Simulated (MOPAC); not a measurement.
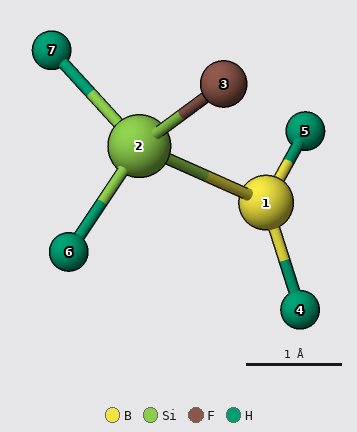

The input geometry (ball-and-stick view, seen at a tilt; atoms are numbered from 1 in the order of the input). Bond lengths as drawn: B–H 1.19 Å, B–Si 2.04 Å, F–Si 1.60 Å and H–Si 1.46 to 1.47 Å.

## Run report: BSiH₄F, saddle-point search

System: BSiH₄F, SMILES B[SiH2]F.
Method: PM6-D3, closed shell, dispersion D3 (MOPAC 23.2.5).

The starting geometry was optimised with PM6-D3.

## Log
```
MOPAC v23.2.5
PM6-D3 CALCULATION RESULTS

 *  PM6-D3     - CORRECT DISPERSION USING D3 METHOD
 *  TS         - USE EF ROUTINE FOR TS SEARCH
 *  THREADS=1  - MULTI-THREADING NOT USED
 *  CYCLES=    - DO A MAXIMUM OF 150 STEPS
 *  GNORM      - EXIT WHEN GRADIENT NORM DROPS BELOW 0.100
 *  AUX        - OUTPUT AUXILIARY INFORMATION
PM6-D3 GNORM=0.1 CYCLES=150 TS AUX(PRECISION=9) THREADS=1
 BFH4Si

   ATOM   CHEMICAL          X               Y               Z
  NUMBER   SYMBOL      (ANGSTROMS)     (ANGSTROMS)     (ANGSTROMS)

     1       B          0.00000000  *   0.00000000  *   0.00000000  *
     2      Si          2.03542000  *   0.00000000  *   0.00000000  *
     3       F          2.44976000  *   1.54360000  *   0.00000000  *
     4       H         -0.62279000  *  -0.16787000  *  -0.99570000  *
     5       H         -0.62094000  *   0.11052000  *   1.00429000  *
     6       H          2.61042000  *  -0.60959000  *  -1.20102000  *
     7       H          2.56900000  *  -0.64060000  *   1.20473000  *

          CARTESIAN COORDINATES

    NO.       ATOM           X           Y           Z

     1         B          0.0000      0.0000      0.0000
     2        Si          2.0354      0.0000      0.0000
     3         F          2.4498      1.5436      0.0000
     4         H         -0.6228     -0.1679     -0.9957
     5         H         -0.6209      0.1105      1.0043
     6         H          2.6104     -0.6096     -1.2010
     7         H          2.5690     -0.6406      1.2047

           Empirical Formula: H4 B Si F  =     7 atoms

      MOLECULAR POINT GROUP   :   C1

      RHF CALCULATION, NO. OF DOUBLY OCCUPIED LEVELS = 9

          Transition state refinement using EF

          HESSIAN CALCULATED NUMERICALLY

 CYCLE:     1 TIME:   0.027 TIME LEFT:  2.00D  GRAD.:     1.110 HEAT: -27.26842
 CYCLE:     2 TIME:   0.004 TIME LEFT:  2.00D  GRAD.:     1.942 HEAT: -27.24207
 CYCLE:     3 TIME:   0.004 TIME LEFT:  2.00D  GRAD.:     6.751 HEAT: -27.21253
 CYCLE:     4 TIME:   0.004 TIME LEFT:  2.00D  GRAD.:     4.860 HEAT: -27.24685
 CYCLE:     5 TIME:   0.000 TIME LEFT:  2.00D  GRAD.:     0.432 HEAT: -27.23921
 CYCLE:     6 TIME:   0.004 TIME LEFT:  2.00D  GRAD.:     4.110 HEAT: -27.22850
 CYCLE:     7 TIME:   0.000 TIME LEFT:  2.00D  GRAD.:     0.253 HEAT: -27.23791
 CYCLE:     8 TIME:   0.004 TIME LEFT:  2.00D  GRAD.:     0.234 HEAT: -27.23710
 CYCLE:     9 TIME:   0.004 TIME LEFT:  2.00D  GRAD.:     0.261 HEAT: -27.23651
 CYCLE:    10 TIME:   0.000 TIME LEFT:  2.00D  GRAD.:     0.042 HEAT: -27.23658

     GRADIENT =  0.04220 IS LESS THAN CUTOFF =  0.10000

 -------------------------------------------------------------------------------
 PM6-D3 GNORM=0.1 CYCLES=150 TS AUX(PRECISION=9) THREADS=1
 BFH4Si

     GEOMETRY OPTIMISED USING EIGENVECTOR FOLLOWING (TS).
     SCF FIELD WAS ACHIEVED

                              PM6-D3 CALCULATION

          FINAL HEAT OF FORMATION =        -27.23658 KCAL/MOL =    -113.95783 KJ/MOL

          COSMO AREA              =        103.56 SQUARE ANGSTROMS
          COSMO VOLUME            =         91.09 CUBIC ANGSTROMS

          GRADIENT NORM           =          0.04220          =       0.01595 PER ATOM
          IONIZATION POTENTIAL    =          9.308134 EV
          HOMO LUMO ENERGIES (EV) =         -9.308 -1.231
          NO. OF FILLED LEVELS    =          9
          MOLECULAR WEIGHT        =         61.9255         POINT GROUP:  Cs

          MOLECULAR DIMENSIONS (Angstroms)

            Atom       Atom       Distance
            H     6    H     5     3.94742
            H     4    H     7     3.66690
            H     7    F     3     2.10376

          SCF CALCULATIONS        =         33

          WALL-CLOCK TIME         =      0.059 SECONDS
          COMPUTATION TIME        =      0.047 SECONDS

   ATOM   CHEMICAL          X               Y               Z
  NUMBER   SYMBOL      (ANGSTROMS)     (ANGSTROMS)     (ANGSTROMS)

     1       B         -0.00002180  *   0.00120438  *   0.00013965  *
     2      Si          2.03640448  *  -0.00183162  *   0.00938468  *
     3       F          2.44696814  *   1.54284090  *  -0.01849548  *
     4       H         -0.61539632  *  -0.04600394  *  -1.01266865  *
     5       H         -0.62528253  *  -0.00596690  *   1.00795221  *
     6       H          2.59674817  *  -0.64638980  *  -1.18076106  *
     7       H          2.58661636  *  -0.60015928  *   1.22808058  *

                             CARTESIAN COORDINATES

   1    B       -0.000021799     0.001204385     0.000139652
   2   Si        2.036404483    -0.001831617     0.009384681
   3    F        2.446968139     1.542840903    -0.018495479
   4    H       -0.615396320    -0.046003944    -1.012668653
   5    H       -0.625282526    -0.005966896     1.007952214
   6    H        2.596748166    -0.646389798    -1.180761058
   7    H        2.586616361    -0.600159284     1.228080583

           Empirical Formula: H4 B Si F  =     7 atoms

      MOLECULAR POINT GROUP   :   Cs

                  EIGENVALUES
 -40.26765 -18.67664 -16.84980 -15.67078 -15.53981 -14.41770 -12.17314 -11.16241
  -9.30813  -1.23095   0.26522   0.41724   0.78733   1.28397   1.56818   1.75501
   3.16054   4.54679   4.60636   4.77029   5.68295

              NET ATOMIC CHARGES AND DIPOLE CONTRIBUTIONS

  ATOM NO.   TYPE          CHARGE      No. of ELECS.   s-Pop       p-Pop       d-Pop
    1          B          -0.101985        3.1020     1.21170     1.89028
    2         Si           0.443186        3.5568     1.19940     1.47777     0.87964
    3          F          -0.355620        7.3556     1.93004     5.42558
    4          H           0.026811        0.9732     0.97319
    5          H           0.026842        0.9732     0.97316
    6          H          -0.019613        1.0196     1.01961
    7          H          -0.019621        1.0196     1.01962
 DIPOLE           X         Y         Z       TOTAL
 POINT-CHG.    -0.493    -2.529     0.047     2.577
 HYBRID        -0.062     1.072    -0.021     1.074
 SUM           -0.555    -1.457     0.026     1.559

          ATOMIC ORBITAL ELECTRON POPULATIONS

     Atom    s        px        py        pz      x^2-y^2     xz        z^2       yz        xy
    1  B   1.21170   0.94473   0.00356   0.94199
    2 Si   1.19940   0.55432   0.24941   0.67404   0.24627   0.11870   0.15946   0.23598   0.11923
    3  F   1.93004   1.86542   1.67447   1.88569
    4  H   0.97319
    5  H   0.97316
    6  H   1.01961
    7  H   1.01962

 *                    *
 * JOB ENDED NORMALLY *
 *                    *

 TOTAL JOB TIME:             0.06 SECONDS

 == MOPAC DONE ==
```

## Trajectory as extended XYZ (Å, eV, eV/Å), 10 frames, from step=0 to step=9
```
7
Properties=species:S:1:pos:R:3:forces:R:3 step=0 energy=-1.18247
B     0.0000    0.0000    0.0000   -0.0160   0.0052  -0.0102
Si    2.0354    0.0000    0.0000    0.0067  -0.0214  -0.0127
F     2.4498    1.5436    0.0000    0.0006   0.0057   0.0226
H    -0.6228   -0.1679   -0.9957    0.0096  -0.0125   0.0025
H    -0.6209    0.1105    1.0043    0.0028   0.0112   0.0050
H     2.6104   -0.6096   -1.2010   -0.0069  -0.0003  -0.0100
H     2.5690   -0.6406    1.2057    0.0032   0.0120   0.0029
7
Properties=species:S:1:pos:R:3:forces:R:3 step=1 energy=-1.18133
B     0.0001    0.0014   -0.0001   -0.0433  -0.0032  -0.0054
Si    2.0366   -0.0021    0.0048   -0.0001  -0.0010  -0.0006
F     2.4464    1.5430   -0.0091    0.0018   0.0001   0.0040
H    -0.6177   -0.1011   -1.0096    0.0245  -0.0005   0.0481
H    -0.6229    0.0504    1.0098    0.0205   0.0024  -0.0424
H     2.6019   -0.6308   -1.1915   -0.0014   0.0020   0.0005
H     2.5823   -0.6163    1.2180   -0.0021   0.0002  -0.0043
7
Properties=species:S:1:pos:R:3:forces:R:3 step=2 energy=-1.18005
B     0.0003    0.0019    0.0001   -0.1499  -0.0098  -0.0066
Si    2.0370   -0.0028    0.0124    0.0003   0.0049  -0.0003
F     2.4451    1.5427   -0.0244    0.0020  -0.0057  -0.0025
H    -0.6141   -0.0078   -1.0217    0.0801   0.0039   0.1632
H    -0.6261   -0.0404    1.0136    0.0758   0.0023  -0.1552
H     2.5954   -0.6569   -1.1740   -0.0037   0.0020   0.0058
H     2.5916   -0.5903    1.2348   -0.0047   0.0025  -0.0044
7
Properties=species:S:1:pos:R:3:forces:R:3 step=3 energy=-1.18154
B     0.0001    0.0014   -0.0002   -0.1077  -0.0093   0.0168
Si    2.0365   -0.0019    0.0173    0.0014   0.0017   0.0036
F     2.4466    1.5424   -0.0346    0.0023  -0.0028  -0.0139
H    -0.6124    0.0558   -1.0191    0.0527   0.0030   0.1064
H    -0.6284   -0.1073    1.0055    0.0599   0.0030  -0.1198
H     2.5870   -0.6770   -1.1614   -0.0021   0.0056   0.0091
H     2.5971   -0.5688    1.2465   -0.0065  -0.0012  -0.0022
7
Properties=species:S:1:pos:R:3:forces:R:3 step=4 energy=-1.18120
B     0.0000    0.0012   -0.0002    0.0002  -0.0013   0.0126
Si    2.0364   -0.0017    0.0121    0.0008  -0.0007   0.0001
F     2.4471    1.5427   -0.0238    0.0005   0.0006  -0.0076
H    -0.6144   -0.0106   -1.0143   -0.0019   0.0038  -0.0061
H    -0.6265   -0.0416    1.0063    0.0021  -0.0030  -0.0040
H     2.5921   -0.6580   -1.1741    0.0006   0.0037   0.0037
H     2.5911   -0.5881    1.2344   -0.0024  -0.0032   0.0013
7
Properties=species:S:1:pos:R:3:forces:R:3 step=5 energy=-1.18074
B     0.0001    0.0015    0.0005   -0.0909  -0.0060  -0.0089
Si    2.0367   -0.0023    0.0073   -0.0007   0.0028  -0.0030
F     2.4461    1.5430   -0.0144    0.0010  -0.0035   0.0077
H    -0.6157   -0.0745   -1.0148    0.0476   0.0039   0.1001
H    -0.6246    0.0243    1.0127    0.0466   0.0004  -0.0937
H     2.6015   -0.6366   -1.1863   -0.0037  -0.0015   0.0009
H     2.5835   -0.6108    1.2228    0.0000   0.0039  -0.0031
7
Properties=species:S:1:pos:R:3:forces:R:3 step=6 energy=-1.18115
B     0.0000    0.0012    0.0000    0.0047   0.0003   0.0031
Si    2.0364   -0.0019    0.0074    0.0005  -0.0006   0.0003
F     2.4470    1.5429   -0.0143    0.0003   0.0004  -0.0004
H    -0.6163   -0.0697   -1.0107   -0.0028  -0.0023  -0.0064
H    -0.6245    0.0177    1.0080   -0.0020   0.0020   0.0040
H     2.5981   -0.6404   -1.1853    0.0004   0.0020   0.0004
H     2.5853   -0.6061    1.2238   -0.0012  -0.0018  -0.0010
7
Properties=species:S:1:pos:R:3:forces:R:3 step=7 energy=-1.18111
B    -0.0001    0.0011    0.0001    0.0045   0.0007   0.0006
Si    2.0363   -0.0017    0.0082   -0.0001  -0.0001   0.0001
F     2.4473    1.5429   -0.0159   -0.0002   0.0000   0.0003
H    -0.6158   -0.0614   -1.0114   -0.0025  -0.0016  -0.0059
H    -0.6252    0.0089    1.0078   -0.0022   0.0015   0.0054
H     2.5973   -0.6424   -1.1837    0.0008   0.0008  -0.0006
H     2.5856   -0.6042    1.2252   -0.0002  -0.0012   0.0000
7
Properties=species:S:1:pos:R:3:forces:R:3 step=8 energy=-1.18109
B    -0.0001    0.0011    0.0004   -0.0054   0.0001  -0.0038
Si    2.0363   -0.0017    0.0093   -0.0008   0.0007  -0.0006
F     2.4473    1.5429   -0.0184   -0.0004  -0.0008   0.0021
H    -0.6150   -0.0487   -1.0129    0.0030   0.0000   0.0066
H    -0.6258   -0.0040    1.0081    0.0023   0.0005  -0.0038
H     2.5968   -0.6451   -1.1812    0.0003  -0.0012  -0.0013
H     2.5859   -0.6016    1.2275    0.0010   0.0007   0.0007
7
Properties=species:S:1:pos:R:3:forces:R:3 step=9 energy=-1.18109
B     0.0000    0.0012    0.0001    0.0009  -0.0003   0.0000
Si    2.0364   -0.0018    0.0094    0.0003  -0.0005   0.0002
F     2.4470    1.5428   -0.0185    0.0003   0.0003  -0.0001
H    -0.6154   -0.0460   -1.0127   -0.0001   0.0001  -0.0005
H    -0.6253   -0.0060    1.0080   -0.0006   0.0001   0.0005
H     2.5967   -0.6464   -1.1808   -0.0002   0.0004   0.0005
H     2.5866   -0.6002    1.2281   -0.0005  -0.0001  -0.0006
```

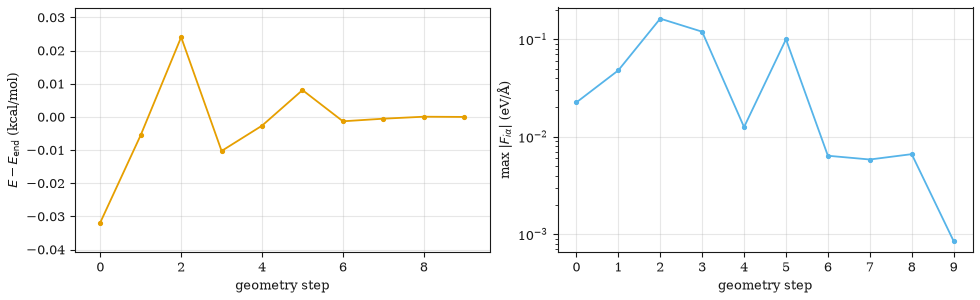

Progress of the saddle-point search, step by step (steps are counted from 0).

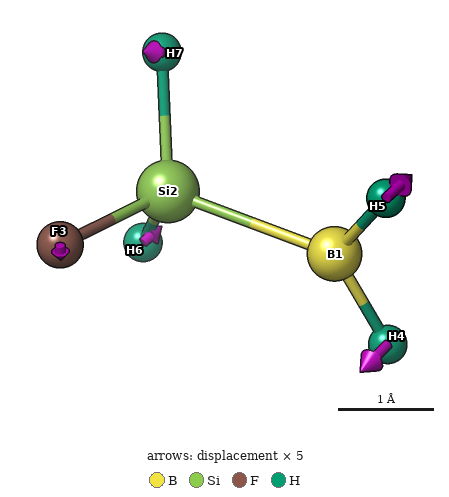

The starting structure with the displacements as pink arrows, magnified 5 times (ball-and-stick view, seen at a tilt). The two geometries are laid on each other by the best rigid fit. The largest moves after the best rigid fit, 0.11 Å, are those of H4 and H5. By element the largest moves are H 0.11 Å, F 0.04 Å, Si 0.01 Å. B stays in place. After 9 geometry steps the energy has risen by 0.03 kcal/mol. The largest force component goes from 0.023 to 0.00085 eV/Å. (Atoms are counted from 1 in the order of the input.)

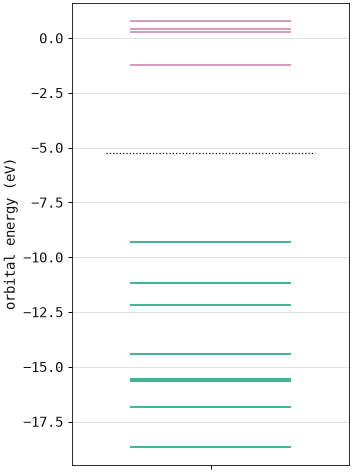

Orbital energies near the frontier; the dotted line parts filled from empty levels, and levels within 0.02 eV of each other stand side by side. Highest filled −9.31 eV, lowest empty −1.23 eV, 8.08 eV apart.

The run was set up as follows.

## Input (input.mop)
```
PM6-D3 GNORM=0.1 CYCLES=150 TS AUX(PRECISION=9) THREADS=1
BFH4Si

B      0.000000 +1     0.000000 +1     0.000000 +1
Si     2.035420 +1     0.000000 +1     0.000000 +1
F      2.449760 +1     1.543600 +1     0.000000 +1
H     -0.622790 +1    -0.167870 +1    -0.995700 +1
H     -0.620940 +1     0.110520 +1     1.004290 +1
H      2.610420 +1    -0.609590 +1    -1.201020 +1
H      2.569000 +1    -0.640600 +1     1.204730 +1
```

Launched with:
```bash
mopac input.mop
```

## Summary

- outcome: converged
- heat of formation: −27.24 kcal/mol
- basis functions: 21
- largest force: 0.001 eV/Å
- HOMO: −9.31 eV
- LUMO: −1.23 eV
- dipole moment: 1.56 D
- hardware: 1 thread of Arm Neoverse V2, 24 GiB of memory available, shared host
- peak memory: 0.12 GiB

## Notes

MOPAC's energies along a path are heats of formation.
